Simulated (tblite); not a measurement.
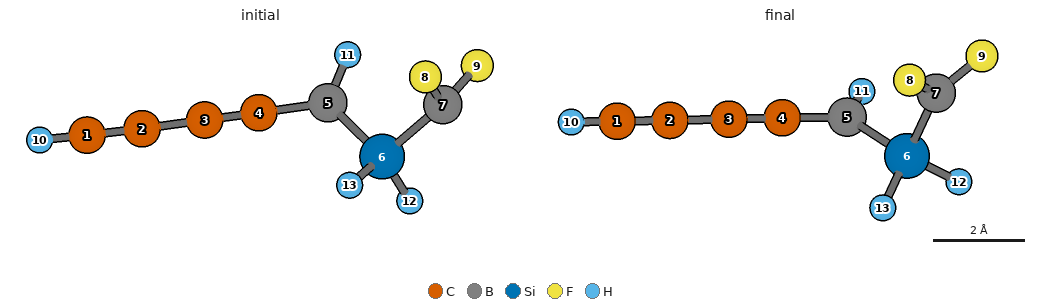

The structure of C4H4B2F2Si before (left) and after (right) a relaxation, at one scale.

A ball-and-stick model, seen from a free direction.

Method: GFN2-xTB geometry optimisation, gas phase in tblite 0.8.0. 

Summarise the run.

The largest move after the best rigid fit is that of H11, 1.34 Å. By element the largest moves are H 1.34 Å, F 1.00 Å, B 0.69 Å, C 0.52 Å, Si 0.21 Å. Some distances before and after: B7–F8 1.455 → 1.323 Å, C4–B5 1.554 → 1.478 Å, C2–C3 1.405 → 1.352 Å, Si6–B7 1.943 → 1.985 Å. Bond angles that change, for instance: H12–Si6–H13 112.7° → 103.7°, Si6–B7–F8 115.6° → 124.0°, Si6–B7–F9 116.9° → 124.1°. After 168 geometry steps the energy has fallen by 25.2 kcal/mol. The run took 2 s on 1 thread of Arm Neoverse N1, on a shared host.
